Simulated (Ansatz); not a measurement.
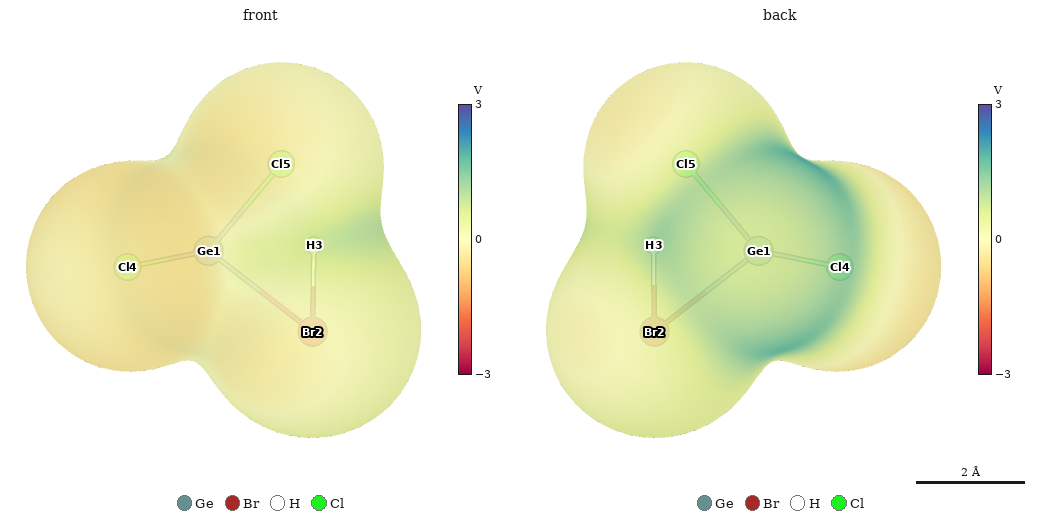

BrCl$_{2}$GeH. The electrostatic potential painted on the density surface at 0.002 e/bohr³, seen from the front and from behind; red is negative and blue positive.

A transition-state structure; geometry: PBE0-D4/def2-TZVP.

Method: RKS PBE0-D4/def2-TZVPP in Ansatz.

Input

```
crystal:
  periodic: [false, false, false]
  atoms:
    - {symbol: Ge, position_ang: [-0.135503, 0.865902, -0.937818]}
    - {symbol: Br, position_ang: [0.042027, -1.793349, -0.634467]}
    - {symbol: H, position_ang: [0.828287, -0.844579, 0.435887]}
    - {symbol: Cl, position_ang: [-2.018089, 1.152504, 0.125857]}
    - {symbol: Cl, position_ang: [1.283279, 0.619622, 1.010641]}
basis:
  gaussian: {orbitals: def2-TZVPP}
hamiltonian: {xc: pbe0, dispersion: d4}
output: {orbitals: {seedname: orbitals}}
```

Run with:

```sh
ansatz run in.yaml --threads 4 --pin off --events-out ev --progress --plain --max-ram 9574MiB
```

**Describe the electrostatic potential map.**

The most negative region (about −0.5 V) lies over Cl4, the most positive (about +2.0 V) over Ge1.
